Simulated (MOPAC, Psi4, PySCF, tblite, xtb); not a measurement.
Approach curve of the dimer CH4 ··· CH4O (SMILES C and CO). Monomers: optimised at B3LYP-D3(BJ) (def2-TZVP), held rigid. Orientation: a higher rigid-body minimum at GFN2-xTB. Only R, the distance of the centres of mass, is varied, so the lowest point isn't the relaxed dimer.

Geometry at R = 4.49 Å (first 5 atoms: monomer A):
```
11

C      0.0000     0.0000     0.0000
H      0.3855    -0.7725     0.6640
H      0.8166     0.4098    -0.5929
H     -0.4532     0.7942     0.5917
H     -0.7489    -0.4315    -0.6627
C     -2.5945    -1.0820     2.5060
O     -3.4933    -1.5527     3.5005
H     -3.0456    -0.3100     1.8728
H     -2.2236    -1.8914     1.8674
H     -1.7469    -0.6432     3.0304
H     -4.2558    -1.9468     3.0658
```

- GFN2-xTB (tblite)
- GFN1-xTB (xtb)
- AM1, restricted, heats of formation (MOPAC)
- RHF/STO-3G = restricted Hartree-Fock/STO-3G, no counterpoise correction (PySCF)
- MP2/aug-cc-pVDZ = DF-MP2/aug-cc-pVDZ, frozen core, counterpoise-corrected run with Psi4 1.11

Interaction energies in kcal/mol (negative: bound); R is the distance of the centres of mass, d the H2···H9 distance.

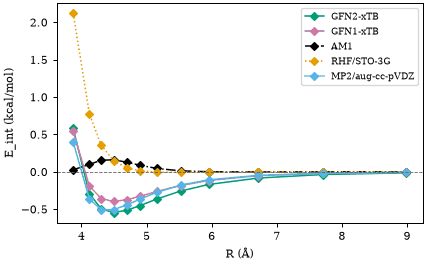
Fig. 1. Interaction energy against separation.

| R / Å | d / Å | GFN2-xTB | GFN1-xTB | AM1 | RHF/STO-3G | MP2/aug-cc-pVDZ |
|---|---|---|---|---|---|---|
| 3.87 | 2.50 | 0.58 | 0.54 | 0.03 | 2.12 | 0.40 |
| 4.12 | 2.74 | -0.29 | -0.19 | 0.10 | 0.77 | -0.36 |
| 4.30 | 2.90 | -0.50 | -0.36 | 0.15 | 0.36 | -0.51 |
| 4.49 | 3.08 | -0.55 | -0.40 | 0.16 | 0.15 | -0.51 |
| 4.70 | 3.28 | -0.51 | -0.37 | 0.13 | 0.05 | -0.44 |
| 4.90 | 3.47 | -0.45 | -0.33 | 0.09 | 0.01 | -0.36 |
| 5.16 | 3.72 | -0.36 | -0.26 | 0.04 | 0.00 | -0.27 |
| 5.52 | 4.07 | -0.26 | -0.18 | 0.01 | -0.01 | -0.18 |
| 5.95 | 4.49 | -0.17 | -0.12 | 0.00 | -0.01 | -0.11 |
| 6.71 | 5.23 | -0.08 | -0.05 | 0.00 | 0.00 | -0.05 |
| 7.70 | 6.21 | -0.04 | -0.02 | 0.00 | 0.00 | -0.02 |
| 8.98 | 7.47 | -0.01 | -0.01 | 0.00 | 0.00 | -0.01 |

Lowest grid point: GFN2-xTB -0.55 kcal/mol at R = 4.49 Å; GFN1-xTB -0.40 kcal/mol at R = 4.49 Å; AM1 0.00 kcal/mol at R = 6.71 Å; RHF/STO-3G -0.01 kcal/mol at R = 5.52 Å; MP2/aug-cc-pVDZ -0.51 kcal/mol at R = 4.49 Å.
